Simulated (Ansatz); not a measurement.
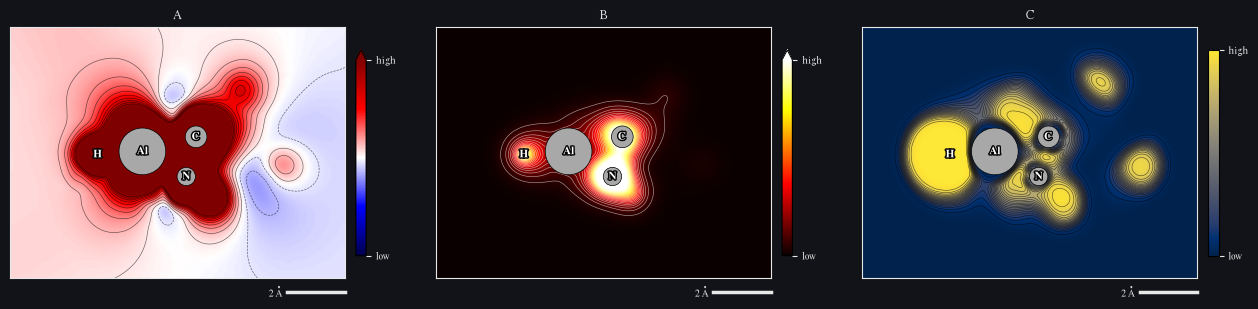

C$_{2}$H$_{5}$AlFNS: 3 fields on the plane of atoms C3, Al6 and H11, with unlabelled colour scales. Grey discs cover the atomic cores.

Level of theory: Ansatz, RKS PBE0-D4/def2-SVP.

> Match the panels to the quantities (electron density, electron localisation function and electrostatic potential).

Panel A: electrostatic potential (strongly positive close to the atoms and fading to about zero outside). Panel B: electron density. Panel C: electron localisation function. From the grid: C–N (1.42 Å): the density is about 2.1 e/Å³ at the midpoint; the ELF peaks at about 0.90 between the atoms; localised, covalent bonding. Al–N (1.75 Å): the density is about 0.77 e/Å³ at the midpoint; the ELF peaks at about 0.80 in the valence shell of N, 0.6 Å from its nucleus, and is about 0.35 at the midpoint.
